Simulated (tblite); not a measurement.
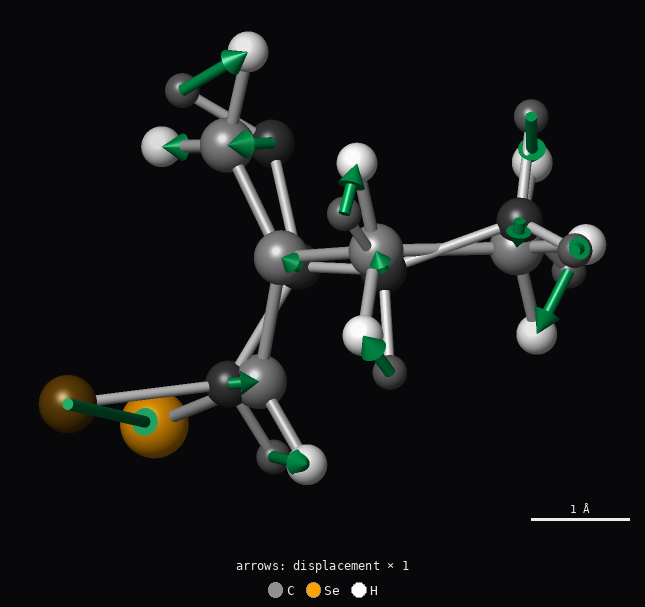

A relaxation of C$_{5}$H$_{8}$Se (charge −1, multiplicity 2). The starting structure is drawn faded, the final one solid; green arrows show the displacements, at their true length. The two geometries are superimposed by the best rigid fit.

Style: ball-and-stick. Shown from a free direction.

Method: tblite 0.8.0, GFN2-xTB geometry optimisation, gas phase. 

Describe the change and its energy.

The atom that moves furthest after the best rigid fit is the Se atom (2.25 Å). Largest moves by element: Se 2.25 Å, H 1.28 Å, C 0.58 Å. Near-neighbour distances that change, for instance: C–C 1.463 → 1.362 Å, C–Se 1.772 → 1.849 Å, C–C 1.455 → 1.393 Å, C–C 1.463 → 1.516 Å. Bond angles that change, for instance: C–C–Se 117.8° → 127.2°, H–C–H 109.6° → 117.6°, Se–C–H 121.4° → 114.0°. Groups turn about C–C by about 85°, C–C by about 40°. The energy falls by 295.9 kJ/mol in 117 geometry steps. The run took 0.5 s on 1 thread of Arm Neoverse V2, with other jobs on the host.
